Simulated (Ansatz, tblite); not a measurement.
# BH2F: one state, many levels

Aim: run the singlet of BH2F at one geometry on many levels, and compare frontier levels, spin and run time.

The runs use Ansatz 0.2.0, Gaussian basis; as each input shows.

Plan: GFN1-xTB, GFN2-xTB, PBE-D4/def2-TZVP, r2SCAN-D4/def2-TZVP, LC-ωPBE/def2-TZVP, B3LYP-D4/def2-TZVP, BLYP-D4/def2-TZVP, CAM-B3LYP-D4/def2-TZVP, B2PLYP/def2-TZVP, BHLYP-D4/def2-TZVP, r2SCAN0-D4/def2-TZVP, PBE-D4/def2-SVP, PBE0-D4/def2-SVP, HF/STO-3G, PBE0-D4/def2-TZVPD, PBE-D4/def2-TZVPD, r2SCAN-D4/def2-TZVPD, CCSD(T)/def2-TZVPP, MP2/def2-TZVP, RPA/def2-TZVP, CCSD(T)/def2-TZVPD.

### 1 The geometry

The geometry is that of the singlet, from an earlier relaxation (PBE-D4/def2-TZVP).

4 atoms, charge 0, spin multiplicity 1.

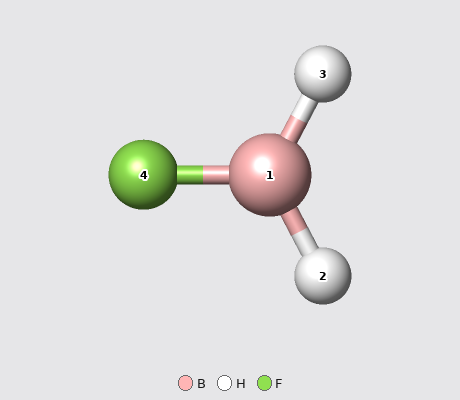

The geometry (boron pink, hydrogen white, fluorine green); atoms are numbered from 1 in the order of the file.

PBE0-D4/def2-TZVP was run before; its log isn't repeated, and its numbers join the tables.

### 2 GFN1-xTB

Tight binding, by tblite at 300 K electronic temperature and without a spin-polarisation term:

```python
tblite.interface.Calculator('GFN1-xTB', numbers, positions, charge=0, uhf=0).singlepoint()
```

Energy -207.2925 eV, HOMO -12.64 eV, LUMO -7.46 eV; 0.002 s.

### 3 GFN2-xTB

Tight binding, by tblite at 300 K electronic temperature and without a spin-polarisation term:

```python
tblite.interface.Calculator('GFN2-xTB', numbers, positions, charge=0, uhf=0).singlepoint()
```

Energy -191.1192 eV, HOMO -12.07 eV, LUMO -7.35 eV; 0.001 s.

### 4 PBE-D4/def2-TZVP

start.molden holds the orbitals of an earlier run on this state, given as this run's starting guess.

Input file in.yaml:

```yaml
crystal:
  periodic: [false, false, false]
  atoms:
    - {symbol: B, position_ang: [0.027484, 0.045041, -0.000147]}
    - {symbol: H, position_ang: [1.229074, -0.033216, 0.016177]}
    - {symbol: H, position_ang: [-0.591633, 1.077762, -0.019771]}
    - {symbol: F, position_ang: [-0.664925, -1.089576, 0.003751]}
basis:
  gaussian: {orbitals: def2-TZVP, initial_orbitals: start.molden}
hamiltonian: {xc: pbe, dispersion: d4}
scf: {omitted_lower_state_checks: [starts]}
output: {orbitals: {seedname: orbitals}}
```

The run is started by

```bash
$ ansatz run in.yaml --threads 4 --pin off --events-out ev --progress --plain --max-ram 3916MiB
```

The log of the run:

```text
Functional definition: PBE
  name "PBE"
  cite "Perdew, Burke & Ernzerhof, Phys. Rev. Lett. 77, 3865 (1996) doi:10.1103/PhysRevLett.77.3865"
  parent pbe
  parameter kappa = 0.804
  parameter beta = 0.06672455060314922
  exchange = pbe_x(kappa = kappa, mu = beta*pi^2/3)
  correlation = pbe_c(beta = beta)
these checks for a lower state are left out or cut short: starts
413 factors; their error is unknown
mean field evaluation 1: about -3424.0132 eV, gradient 6.2e0 eV
mean field evaluation 2: about -3424.0590 eV, gradient 6.3e-2 eV
mean field evaluation 4: about -3424.0507 eV, gradient 3.8e-5 eV
mean field -3424.05071347 eV, -125.8315428151 hartree, gradient 6.0e-5 eV, S^2 0.000000; 0 other end points of the search recorded, 0 dependent functions left out
reference -3424.05074633 eV, -125.8315440227 hartree; 8, 8 occupied and 66, 66 virtual orbitals, 413 factors
Total energy: -3424.07200493 eV, -125.8323252618 hartree
Checks for a lower state left out: starts
```

Wall time 0.25 s (4 threads of Arm Neoverse V1, shared host).

From the report: HOMO -7.77 eV, LUMO -2.27 eV.

### 5 r2SCAN-D4/def2-TZVP

Edit in.yaml of step 4 so:

```diff
@@ -9,3 +9,3 @@
   gaussian: {orbitals: def2-TZVP, initial_orbitals: start.molden}
-hamiltonian: {xc: pbe, dispersion: d4}
+hamiltonian: {xc: r2scan, dispersion: d4}
 scf: {omitted_lower_state_checks: [starts]}
```

Same command.

The log of the run:

```text
Functional definition: r2SCAN
  name "r2SCAN"
  cite "Furness, Kaplan, Ning, Perdew & Sun, J. Phys. Chem. Lett. 11, 8208 (2020) doi:10.1021/acs.jpclett.0c02405"
  cite "Furness, Kaplan, Ning, Perdew & Sun, J. Phys. Chem. Lett. 11, 9248 (2020) doi:10.1021/acs.jpclett.0c03077"
  parent r2scan
  parameter k0 = 0.174
  parameter k1 = 0.065
  parameter a1 = 4.9479
  exchange = r2scan_x(k0 = k0, k1 = k1, a1 = a1)
  correlation = r2scan_c
these checks for a lower state are left out or cut short: starts
413 factors; their error is unknown
mean field evaluation 1: about -3426.2961 eV, gradient 3.2e0 eV
mean field evaluation 2: about -3426.3070 eV, gradient 1.3e-2 eV
mean field evaluation 4: about -3426.3006 eV, gradient 4.1e-5 eV
mean field evaluation 8: about -3426.3006 eV, gradient 1.9e-5 eV
mean field -3426.30064363 eV, -125.9142262233 hartree, gradient 1.9e-5 eV, S^2 0.000000; 0 other end points of the search recorded, 0 dependent functions left out
reference -3426.30065284 eV, -125.9142265617 hartree; 8, 8 occupied and 66, 66 virtual orbitals, 413 factors
Total energy: -3426.30551751 eV, -125.9144053354 hartree
Checks for a lower state left out: starts
```

Run time: 0.6 s. Hardware: 4 threads of Arm Neoverse V1, shared host.

From the report: HOMO -8.13 eV, LUMO -1.81 eV.

### 6 LC-ωPBE/def2-TZVP

Edit in.yaml of step 5 so:

```diff
@@ -9,4 +9,4 @@
   gaussian: {orbitals: def2-TZVP, initial_orbitals: start.molden}
-hamiltonian: {xc: r2scan, dispersion: d4}
+hamiltonian: {xc: {name: LC-wPBE}}
 scf: {omitted_lower_state_checks: [starts]}
-output: {orbitals: {seedname: orbitals}}
+output: {forces: true, orbitals: {seedname: orbitals}}
```

Same command.

The log of the run, cut to the lines that bear on the results:

```text
Functional definition: LC-wPBE
  name "LC-wPBE"
  cite "Vydrov & Scuseria, J. Chem. Phys. 125, 234109 (2006) doi:10.1063/1.2409292"
  cite "Heyd & Scuseria, J. Chem. Phys. 120, 7274 (2004) doi:10.1063/1.1668634"
  cite "Ernzerhof & Perdew, J. Chem. Phys. 109, 3313 (1998) doi:10.1063/1.476928"
  cite "Perdew, Burke & Ernzerhof, Phys. Rev. Lett. 77, 3865 (1996) doi:10.1103/PhysRevLett.77.3865"
  parent pbe
[...]
413 factors; their error is unknown
153 factors; integrals over basis functions are off by at most 3.1e-5 eV
[...]
mean field -3425.97025302 eV, -125.9020845926 hartree, gradient 2.5e-5 eV, S^2 0.000000; 0 other end points of the search recorded, 0 dependent functions left out
[...]
reference -3425.97025303 eV, -125.9020845928 hartree; 8, 8 occupied and 66, 66 virtual orbitals, 413 factors
Total energy: -3425.97025303 eV, -125.9020845928 hartree
Atom 0 at     0.027484     0.045041    -0.000147 Å, force    -0.098853    -0.161988     0.000462 eV/Å
Atom 1 at     1.229074    -0.033216     0.016177 Å, force    -0.215252     0.010225    -0.002849 eV/Å
Atom 2 at    -0.591633     1.077762    -0.019771 Å, force     0.107534    -0.186735     0.003524 eV/Å
Atom 3 at    -0.664925    -1.089576     0.003751 Å, force     0.206571     0.338498    -0.001136 eV/Å
Dipole moment:     0.088444     0.144928    -0.000495 e Å
Checks for a lower state left out: starts
```

Run time: 0.4 s. Hardware: 4 threads of Arm Neoverse V1, shared host.

HOMO -12.23 eV, LUMO 1.15 eV.

### 7 B3LYP-D4/def2-TZVP

Edit in.yaml of step 6 so:

```diff
@@ -9,4 +9,4 @@
   gaussian: {orbitals: def2-TZVP, initial_orbitals: start.molden}
-hamiltonian: {xc: {name: LC-wPBE}}
+hamiltonian: {xc: {name: B3LYP}, dispersion: d4}
 scf: {omitted_lower_state_checks: [starts]}
-output: {forces: true, orbitals: {seedname: orbitals}}
+output: {orbitals: {seedname: orbitals}}
```

Same command.

The log of the run, cut to the lines that bear on the results:

```text
Functional definition: B3LYP
  name "B3LYP"
  cite "Stephens, Devlin, Chabalowski & Frisch, J. Phys. Chem. 98, 11623 (1994) doi:10.1021/j100096a001"
  cite "Becke, Phys. Rev. A 38, 3098 (1988) doi:10.1103/PhysRevA.38.3098"
  cite "Lee, Yang & Parr, Phys. Rev. B 37, 785 (1988) doi:10.1103/PhysRevB.37.785"
  cite "Vosko, Wilk & Nusair, Can. J. Phys. 58, 1200 (1980) doi:10.1139/p80-159"
[...]
413 factors; their error is unknown
[...]
mean field -3428.30521793 eV, -125.9878929702 hartree, gradient 5.6e-5 eV, S^2 0.000000; 0 other end points of the search recorded, 0 dependent functions left out
reference -3428.30540799 eV, -125.9878999547 hartree; 8, 8 occupied and 66, 66 virtual orbitals, 413 factors
Total energy: -3428.33972138 eV, -125.9891609487 hartree
Checks for a lower state left out: starts
```

Run time: 0.25 s. Hardware: 4 threads of Arm Neoverse V1, shared host.

HOMO -9.17 eV, LUMO -1.50 eV.

### 8 BLYP-D4/def2-TZVP

Edit in.yaml of step 7 so:

```diff
@@ -9,3 +9,3 @@
   gaussian: {orbitals: def2-TZVP, initial_orbitals: start.molden}
-hamiltonian: {xc: {name: B3LYP}, dispersion: d4}
+hamiltonian: {xc: {name: BLYP}, dispersion: d4}
 scf: {omitted_lower_state_checks: [starts]}
```

The command is unchanged.

The log of the run:

```text
Functional definition: BLYP
  name "BLYP"
  cite "Becke, Phys. Rev. A 38, 3098 (1988) doi:10.1103/PhysRevA.38.3098"
  cite "Lee, Yang & Parr, Phys. Rev. B 37, 785 (1988) doi:10.1103/PhysRevB.37.785"
  parameter beta = 0.0042
  parameter a = 0.04918
  parameter b = 0.132
  parameter c = 0.2533
  parameter d = 0.349
  exchange = b88_x(beta = beta)
  correlation = lyp_c(a = a, b = b, c = c, d = d)
these checks for a lower state are left out or cut short: starts
413 factors; their error is unknown
mean field evaluation 1: about -3427.3652 eV, gradient 9.0e0 eV
mean field evaluation 2: about -3427.4492 eV, gradient 8.6e-2 eV
mean field evaluation 4: about -3427.4414 eV, gradient 7.0e-5 eV
mean field evaluation 8: about -3427.4414 eV, gradient 9.2e-6 eV
mean field -3427.44142620 eV, -125.9561492097 hartree, gradient 9.2e-6 eV, S^2 0.000000; 0 other end points of the search recorded, 0 dependent functions left out
reference -3427.44167951 eV, -125.9561585187 hartree; 8, 8 occupied and 66, 66 virtual orbitals, 413 factors
Total energy: -3427.49203944 eV, -125.9580092120 hartree
Checks for a lower state left out: starts
```

It took 0.25 s on 4 threads of Arm Neoverse V1, shared host.

Report: HOMO -7.75 eV, LUMO -2.17 eV.

### 9 CAM-B3LYP-D4/def2-TZVP

Edit in.yaml of step 8 so:

```diff
@@ -9,3 +9,3 @@
   gaussian: {orbitals: def2-TZVP, initial_orbitals: start.molden}
-hamiltonian: {xc: {name: BLYP}, dispersion: d4}
+hamiltonian: {xc: {name: CAM-B3LYP}, dispersion: d4}
 scf: {omitted_lower_state_checks: [starts]}
```

Same command.

The log of the run, cut to the lines that bear on the results:

```text
Functional definition: CAM-B3LYP
  name "CAM-B3LYP"
  cite "Yanai, Tew & Handy, Chem. Phys. Lett. 393, 51 (2004) doi:10.1016/j.cplett.2004.06.011"
  cite "Iikura, Tsuneda, Yanai & Hirao, J. Chem. Phys. 115, 3540 (2001) doi:10.1063/1.1383587"
  cite "Becke, Phys. Rev. A 38, 3098 (1988) doi:10.1103/PhysRevA.38.3098"
  cite "Lee, Yang & Parr, Phys. Rev. B 37, 785 (1988) doi:10.1103/PhysRevB.37.785"
  cite "Vosko, Wilk & Nusair, Can. J. Phys. 58, 1200 (1980) doi:10.1139/p80-159"
[...]
  # Exact exchange under (alpha + beta erf(omega r))/r, Becke's under what is left of 1/r.
[...]
413 factors; their error is unknown
120 factors; integrals over basis functions are off by at most 3.1e-5 eV
[...]
mean field -3426.98005875 eV, -125.9391942685 hartree, gradient 4.0e-5 eV, S^2 0.000000; 0 other end points of the search recorded, 0 dependent functions left out
reference -3426.98015133 eV, -125.9391976708 hartree; 8, 8 occupied and 66, 66 virtual orbitals, 413 factors
Total energy: -3426.99698697 eV, -125.9398163692 hartree
Checks for a lower state left out: starts
```

Wall time 0.3 s (4 threads of Arm Neoverse V1, shared host).

HOMO -10.88 eV, LUMO -0.15 eV.

### 10 B2PLYP/def2-TZVP

Edit in.yaml of step 9 so:

```diff
@@ -9,4 +9,3 @@
   gaussian: {orbitals: def2-TZVP, initial_orbitals: start.molden}
-hamiltonian: {xc: {name: CAM-B3LYP}, dispersion: d4}
+hamiltonian: {xc: {name: B2PLYP}}
 scf: {omitted_lower_state_checks: [starts]}
-output: {orbitals: {seedname: orbitals}}
```

Launched as before.

The log of the run, cut to the lines that bear on the results:

```text
Functional definition: B2PLYP
  name "B2PLYP"
  cite "Grimme, J. Chem. Phys. 124, 034108 (2006) doi:10.1063/1.2148954"
  cite "Becke, Phys. Rev. A 38, 3098 (1988) doi:10.1103/PhysRevA.38.3098"
  cite "Lee, Yang & Parr, Phys. Rev. B 37, 785 (1988) doi:10.1103/PhysRevB.37.785"
[...]
503 factors; integrals over basis functions are off by at most 1.9e-3 eV
[...]
mean field -3422.78005974 eV, -125.7848471520 hartree, gradient 1.4e-6 eV, S^2 0.000000; 0 other end points of the search recorded, 0 dependent functions left out
2 core orbitals not correlated: weight in the atoms' cores, before any rotation towards them, 1.000 or more for the frozen orbitals, at most 0.000 for the correlated occupied ones
reference -3422.78017943 eV, -125.7848515502 hartree; 6, 6 occupied and 66, 66 virtual orbitals, 503 factors
second order -11.36368060 eV of doubles, -0.00000000 eV of singles
Total energy: -3425.84837319 eV, -125.8976055912 hartree
Checks for a lower state left out: starts
```

It took 0.4 s on 4 threads of Arm Neoverse V1, shared host.

### 11 BHLYP-D4/def2-TZVP

Edit in.yaml of step 10 so:

```diff
@@ -9,3 +9,4 @@
   gaussian: {orbitals: def2-TZVP, initial_orbitals: start.molden}
-hamiltonian: {xc: {name: B2PLYP}}
+hamiltonian: {xc: {name: BHLYP}, dispersion: d4}
 scf: {omitted_lower_state_checks: [starts]}
+output: {orbitals: {seedname: orbitals}}
```

Launched as before.

The log of the run:

```text
Functional definition: BHLYP
  name "BHLYP"
  cite "Becke, J. Chem. Phys. 98, 1372 (1993) doi:10.1063/1.464304"
  cite "Becke, Phys. Rev. A 38, 3098 (1988) doi:10.1103/PhysRevA.38.3098"
  cite "Lee, Yang & Parr, Phys. Rev. B 37, 785 (1988) doi:10.1103/PhysRevB.37.785"
  parameter a = 0.5
  exchange = (1 - a)*b88_x + a*exact_x
  correlation = lyp_c
these checks for a lower state are left out or cut short: starts
472 factors; their error is unknown
mean field evaluation 1: about -3426.7175 eV, gradient 4.8e0 eV
mean field evaluation 2: about -3426.7535 eV, gradient 8.1e-2 eV
mean field evaluation 4: about -3426.7776 eV, gradient 1.6e-4 eV
mean field evaluation 8: about -3426.7776 eV, gradient 2.6e-5 eV
mean field -3426.77761458 eV, -125.9317545824 hartree, gradient 2.6e-5 eV, S^2 0.000000; 0 other end points of the search recorded, 0 dependent functions left out
reference -3426.77774266 eV, -125.9317592893 hartree; 8, 8 occupied and 66, 66 virtual orbitals, 472 factors
Total energy: -3426.80015165 eV, -125.9325828044 hartree
Checks for a lower state left out: starts
```

Run time: 0.3 s. Hardware: 4 threads of Arm Neoverse V1, shared host.

From the report: HOMO -10.93 eV, LUMO -0.22 eV.

### 12 r2SCAN0-D4/def2-TZVP

Edit in.yaml of step 11 so:

```diff
@@ -9,3 +9,3 @@
   gaussian: {orbitals: def2-TZVP, initial_orbitals: start.molden}
-hamiltonian: {xc: {name: BHLYP}, dispersion: d4}
+hamiltonian: {xc: {name: r2SCAN0}, dispersion: d4}
 scf: {omitted_lower_state_checks: [starts]}
```

Same command.

The log of the run, cut to the lines that bear on the results:

```text
Functional definition: r2SCAN0
  name "r2SCAN0"
  cite "Bursch, Neugebauer, Ehlert & Grimme, J. Chem. Phys. 156, 134105 (2022) doi:10.1063/5.0086040"
  cite "Furness, Kaplan, Ning, Perdew & Sun, J. Phys. Chem. Lett. 11, 8208 (2020) doi:10.1021/acs.jpclett.0c02405"
  cite "Furness, Kaplan, Ning, Perdew & Sun, J. Phys. Chem. Lett. 11, 9248 (2020) doi:10.1021/acs.jpclett.0c03077"
  parent r2scan
[...]
413 factors; their error is unknown
[...]
mean field -3425.93790555 eV, -125.9008958448 hartree, gradient 1.6e-5 eV, S^2 0.000000; 0 other end points of the search recorded, 0 dependent functions left out
reference -3425.93791267 eV, -125.9008961065 hartree; 8, 8 occupied and 66, 66 virtual orbitals, 413 factors
Total energy: -3425.94345792 eV, -125.9010998906 hartree
Checks for a lower state left out: starts
```

Wall time 0.6 s (4 threads of Arm Neoverse V1, shared host).

HOMO -9.59 eV, LUMO -0.92 eV.

### 13 PBE-D4/def2-SVP

Edit in.yaml of step 12 so:

```diff
@@ -8,4 +8,4 @@
 basis:
-  gaussian: {orbitals: def2-TZVP, initial_orbitals: start.molden}
-hamiltonian: {xc: {name: r2SCAN0}, dispersion: d4}
+  gaussian: {orbitals: def2-SVP, initial_orbitals: start.molden}
+hamiltonian: {xc: pbe, dispersion: d4}
 scf: {omitted_lower_state_checks: [starts]}
```

The command is unchanged.

The log of the run:

```text
Functional definition: PBE
  name "PBE"
  cite "Perdew, Burke & Ernzerhof, Phys. Rev. Lett. 77, 3865 (1996) doi:10.1103/PhysRevLett.77.3865"
  parent pbe
  parameter kappa = 0.804
  parameter beta = 0.06672455060314922
  exchange = pbe_x(kappa = kappa, mu = beta*pi^2/3)
  correlation = pbe_c(beta = beta)
these checks for a lower state are left out or cut short: starts
418 factors; their error is unknown
mean field evaluation 1: about -3419.8137 eV, gradient 5.7e0 eV
mean field evaluation 2: about -3419.9013 eV, gradient 1.2e-1 eV
mean field evaluation 4: about -3419.8839 eV, gradient 6.4e-5 eV
mean field -3419.88393395 eV, -125.6784164922 hartree, gradient 6.2e-5 eV, S^2 0.000000; 0 other end points of the search recorded, 0 dependent functions left out
reference -3419.88395824 eV, -125.6784173848 hartree; 8, 8 occupied and 30, 30 virtual orbitals, 418 factors
Total energy: -3419.90521684 eV, -125.6791986239 hartree
Checks for a lower state left out: starts
```

It took 0.15 s on 4 threads of Arm Neoverse V1, shared host.

Report: HOMO -7.63 eV, LUMO -2.12 eV.

### 14 PBE0-D4/def2-SVP

Edit in.yaml of step 13 so:

```diff
@@ -9,3 +9,3 @@
   gaussian: {orbitals: def2-SVP, initial_orbitals: start.molden}
-hamiltonian: {xc: pbe, dispersion: d4}
+hamiltonian: {xc: pbe0, dispersion: d4}
 scf: {omitted_lower_state_checks: [starts]}
```

Same command.

The log of the run:

```text
Functional definition: PBE0
  name "PBE0"
  cite "Adamo & Barone, J. Chem. Phys. 110, 6158 (1999) doi:10.1063/1.478522"
  cite "Perdew, Burke & Ernzerhof, Phys. Rev. Lett. 77, 3865 (1996) doi:10.1103/PhysRevLett.77.3865"
  parent pbe
  parameter a = 0.25
  parameter kappa = 0.804
  parameter beta = 0.06672455060314922
  exchange = (1 - a)*pbe_x(kappa = kappa, mu = beta*pi^2/3) + a*exact_x
  correlation = pbe_c(beta = beta)
these checks for a lower state are left out or cut short: starts
418 factors; their error is unknown
mean field evaluation 1: about -3420.1112 eV, gradient 4.9e0 eV
mean field evaluation 2: about -3420.1560 eV, gradient 3.1e-2 eV
mean field evaluation 4: about -3420.1577 eV, gradient 1.6e-5 eV
mean field -3420.15768834 eV, -125.6884767803 hartree, gradient 1.8e-5 eV, S^2 0.000000; 0 other end points of the search recorded, 0 dependent functions left out
reference -3420.15770632 eV, -125.6884774411 hartree; 8, 8 occupied and 30, 30 virtual orbitals, 418 factors
Total energy: -3420.17493537 eV, -125.6891105970 hartree
Checks for a lower state left out: starts
```

Run time: 0.15 s. Hardware: 4 threads of Arm Neoverse V1, shared host.

Report: HOMO -9.27 eV, LUMO -1.05 eV.

### 15 HF/STO-3G

Edit in.yaml of step 14 so:

```diff
@@ -8,4 +8,4 @@
 basis:
-  gaussian: {orbitals: def2-SVP, initial_orbitals: start.molden}
-hamiltonian: {xc: pbe0, dispersion: d4}
+  gaussian: {orbitals: STO-3G}
+hamiltonian: {xc: hf}
 scf: {omitted_lower_state_checks: [starts]}
```

Same command.

The log of the run:

```text
Functional definition: HF
  name "HF"
  cite "Fock, Z. Phys. 61, 126 (1930) doi:10.1007/BF01340294"
  parent pbe
  exchange = exact_x
  correlation = 0
these checks for a lower state are left out or cut short: starts
161 factors; integrals over basis functions are off by at most 4.3e-5 eV
mean field evaluation 1: about -3361.8234 eV, gradient 1.9e1 eV
mean field evaluation 2: about -3361.8518 eV, gradient 1.9e1 eV
mean field evaluation 4: about -3363.3258 eV, gradient 1.1e0 eV
mean field evaluation 8: about -3363.3302 eV, gradient 4.9e-6 eV
mean field -3363.33022313 eV, -123.6001059528 hartree, gradient 4.9e-5 eV, S^2 0.000000; 0 other end points of the search recorded, 0 dependent functions left out
reference -3363.33022313 eV, -123.6001059528 hartree; 8, 8 occupied and 4, 4 virtual orbitals, 161 factors
Total energy: -3363.33022313 eV, -123.6001059528 hartree
Checks for a lower state left out: starts
```

Wall time 0.05 s (4 threads of Arm Neoverse V1, shared host).

Report: HOMO -10.93 eV, LUMO 7.43 eV.

### 16 PBE0-D4/def2-TZVPD

Edit in.yaml of step 15 so:

```diff
@@ -8,4 +8,4 @@
 basis:
-  gaussian: {orbitals: STO-3G}
-hamiltonian: {xc: hf}
+  gaussian: {orbitals: def2-TZVPD, initial_orbitals: start.molden}
+hamiltonian: {xc: pbe0, dispersion: d4}
 scf: {omitted_lower_state_checks: [starts]}
```

The command is unchanged.

The log of the run:

```text
Functional definition: PBE0
  name "PBE0"
  cite "Adamo & Barone, J. Chem. Phys. 110, 6158 (1999) doi:10.1063/1.478522"
  cite "Perdew, Burke & Ernzerhof, Phys. Rev. Lett. 77, 3865 (1996) doi:10.1103/PhysRevLett.77.3865"
  parent pbe
  parameter a = 0.25
  parameter kappa = 0.804
  parameter beta = 0.06672455060314922
  exchange = (1 - a)*pbe_x(kappa = kappa, mu = beta*pi^2/3) + a*exact_x
  correlation = pbe_c(beta = beta)
these checks for a lower state are left out or cut short: starts
464 factors; their error is unknown
mean field evaluation 1: about -3424.2905 eV, gradient 3.3e0 eV
mean field evaluation 2: about -3424.3044 eV, gradient 2.9e-2 eV
mean field evaluation 4: about -3424.3069 eV, gradient 3.5e-5 eV
mean field -3424.30688699 eV, -125.8409570184 hartree, gradient 6.8e-5 eV, S^2 0.000000; 0 other end points of the search recorded, 0 dependent functions left out
reference -3424.30691748 eV, -125.8409581389 hartree; 8, 8 occupied and 87, 87 virtual orbitals, 464 factors
Total energy: -3424.32414653 eV, -125.8415912947 hartree
Checks for a lower state left out: starts
```

Wall time 0.3 s (4 threads of Arm Neoverse V1, shared host).

HOMO -9.38 eV, LUMO -1.27 eV.

### 17 PBE-D4/def2-TZVPD

Edit in.yaml of step 16 so:

```diff
@@ -9,3 +9,3 @@
   gaussian: {orbitals: def2-TZVPD, initial_orbitals: start.molden}
-hamiltonian: {xc: pbe0, dispersion: d4}
+hamiltonian: {xc: pbe, dispersion: d4}
 scf: {omitted_lower_state_checks: [starts]}
```

Launched as before.

The log of the run:

```text
Functional definition: PBE
  name "PBE"
  cite "Perdew, Burke & Ernzerhof, Phys. Rev. Lett. 77, 3865 (1996) doi:10.1103/PhysRevLett.77.3865"
  parent pbe
  parameter kappa = 0.804
  parameter beta = 0.06672455060314922
  exchange = pbe_x(kappa = kappa, mu = beta*pi^2/3)
  correlation = pbe_c(beta = beta)
these checks for a lower state are left out or cut short: starts
464 factors; their error is unknown
mean field evaluation 1: about -3424.0143 eV, gradient 7.3e0 eV
mean field evaluation 2: about -3424.0790 eV, gradient 1.0e-1 eV
mean field evaluation 4: about -3424.0696 eV, gradient 7.3e-5 eV
mean field evaluation 8: about -3424.0696 eV, gradient 6.7e-6 eV
mean field -3424.06957445 eV, -125.8322359432 hartree, gradient 6.7e-6 eV, S^2 0.000000; 0 other end points of the search recorded, 0 dependent functions left out
reference -3424.06961677 eV, -125.8322374987 hartree; 8, 8 occupied and 87, 87 virtual orbitals, 464 factors
Total energy: -3424.09087537 eV, -125.8330187378 hartree
Checks for a lower state left out: starts
```

Run time: 0.35 s. Hardware: 4 threads of Arm Neoverse V1, shared host.

Report: HOMO -7.80 eV, LUMO -2.33 eV.

[end of part 1 of 2]
